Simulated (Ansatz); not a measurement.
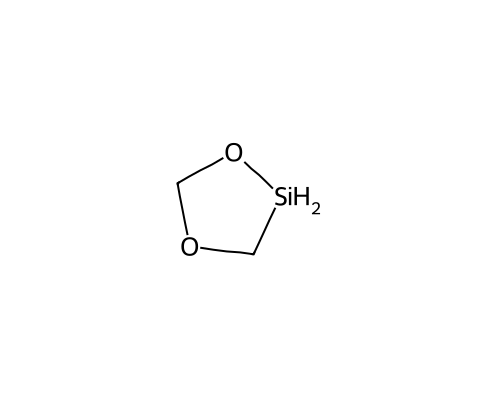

> Write the SMILES.

C1OC[SiH2]O1

> What is the molecular formula?

C2H6O2Si.

> An optimisation with PBE0-D4/def2-TZVP gave a structure of which point group?

C1.

The parts below concern this one geometry. Atoms keep their numbers from picture to picture. Computed geometry: PBE0-D4/def2-TZVP optimisation.

### Vibrations

Harmonic vibrations computed with RKS PBE0-D4/def2-TZVP (Ansatz 0.2.0) at a stationary point of the same level.

> List the wavenumbers.

27 modes: 128, 255, 430, 533, 649, 675, 707, 799, 829, 868, 955, 987, 1057, 1120, 1180, 1220, 1266, 1282, 1419, 1464, 1531, 2228, 2238, 2978, 3010, 3115, 3138 cm⁻¹.

### Levels of theory compared

Program: Ansatz 0.2.0.

Compare dipole (D), HOMO–LUMO gap (eV), HOMO energy (eV) at these levels: B3LYP-D4/def2-TZVPP; PBE-D4/def2-TZVPP; r2SCAN-D4/def2-TZVPP; ωB97M-V/def2-TZVPP.

```json
{"level": "B3LYP-D4/def2-TZVPP", "dipole (D)": "1.28", "HOMO–LUMO gap (eV)": "7.42", "HOMO energy (eV)": "−7.51"}
{"level": "PBE-D4/def2-TZVPP", "dipole (D)": "1.18", "HOMO–LUMO gap (eV)": "5.50", "HOMO energy (eV)": "−6.22"}
{"level": "r2SCAN-D4/def2-TZVPP", "dipole (D)": "1.22", "HOMO–LUMO gap (eV)": "6.21", "HOMO energy (eV)": "−6.51"}
{"level": "ωB97M-V/def2-TZVPP", "dipole (D)": "1.29", "HOMO–LUMO gap (eV)": "11.89", "HOMO energy (eV)": "−10.11"}
```

### Thermal motion

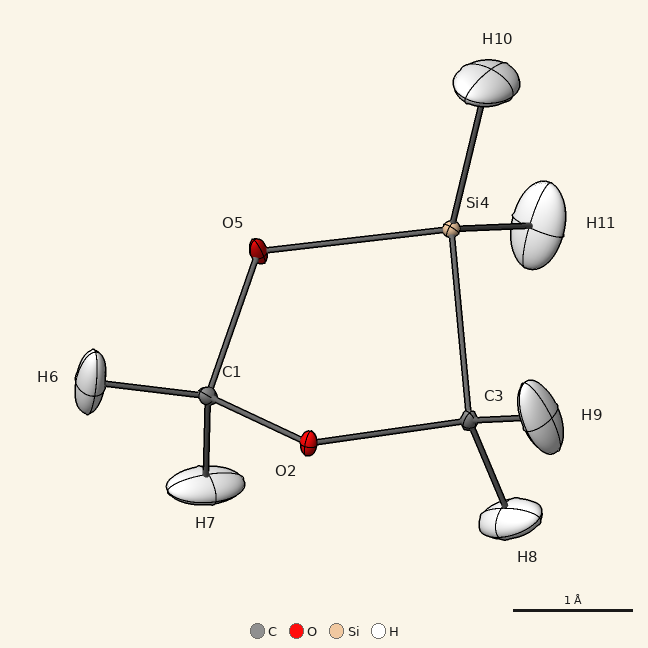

Displacement ellipsoids at the 50 % level, from the internal vibrations of the free molecule (harmonic, no overall translation or rotation; no half-axis is drawn under 0.075 Å). Vibrations computed with RKS PBE0-D4/def2-TZVP (Ansatz 0.2.0). Temperature: 400 K.

Give the displacement parameters, one line for each set of equivalent atoms.

```json
{"atom": "C1", "U_eq (Å²)": "0.0025", "rms amplitudes (Å)": "0.036, 0.037, 0.069"}
{"atom": "O2", "U_eq (Å²)": "0.0027", "rms amplitudes (Å)": "0.029, 0.038, 0.076"}
{"atom": "C3", "U_eq (Å²)": "0.0032", "rms amplitudes (Å)": "0.038, 0.043, 0.081"}
{"atom": "Si4", "U_eq (Å²)": "0.0011", "rms amplitudes (Å)": "0.020, 0.031, 0.045"}
{"atom": "O5", "U_eq (Å²)": "0.0051", "rms amplitudes (Å)": "0.029, 0.040, 0.114"}
{"atom": "H6", "U_eq (Å²)": "0.0229", "rms amplitudes (Å)": "0.082, 0.114, 0.222"}
{"atom": "H7", "U_eq (Å²)": "0.0262", "rms amplitudes (Å)": "0.082, 0.137, 0.231"}
{"atom": "H8", "U_eq (Å²)": "0.0274", "rms amplitudes (Å)": "0.087, 0.134, 0.238"}
{"atom": "H9", "U_eq (Å²)": "0.0263", "rms amplitudes (Å)": "0.084, 0.129, 0.236"}
{"atom": "H10", "U_eq (Å²)": "0.0351", "rms amplitudes (Å)": "0.091, 0.166, 0.264"}
{"atom": "H11", "U_eq (Å²)": "0.0335", "rms amplitudes (Å)": "0.092, 0.166, 0.254"}
```

### Charges

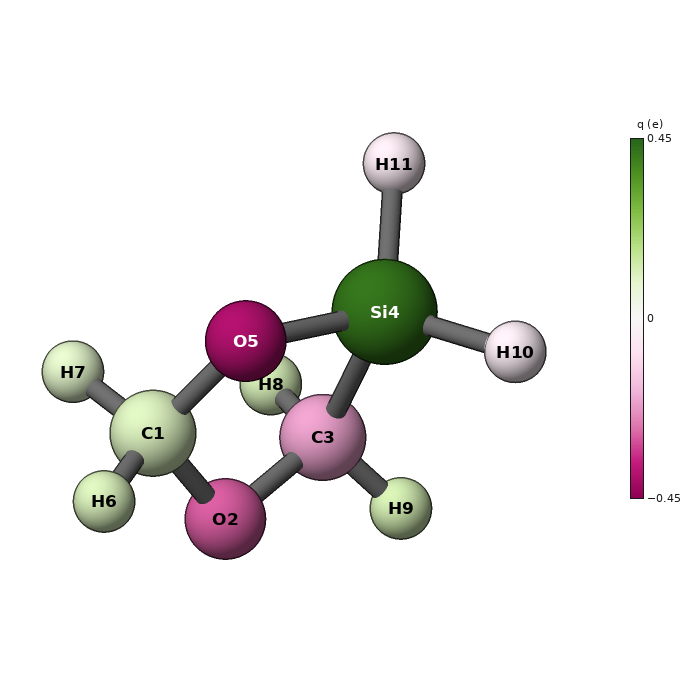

Atoms are coloured by their Mulliken charges. Level of theory: RKS ωB97M-V/def2-TZVPP (Ansatz 0.2.0).

> Which atom carries the highest charge (most positive or least negative)?

Si4 (0.42 e).

> And the lowest?

O5 (−0.39 e).

List the Mulliken charges.

```csv
atom,value (e)
C1,0.11
O2,−0.29
C3,−0.21
Si4,0.42
O5,−0.39
H6,0.11
H7,0.10
H8,0.12
H9,0.13
H10,−0.04
H11,−0.05
```

Mulliken values depend strongly on the basis set and can even reverse the polarity of a bond.
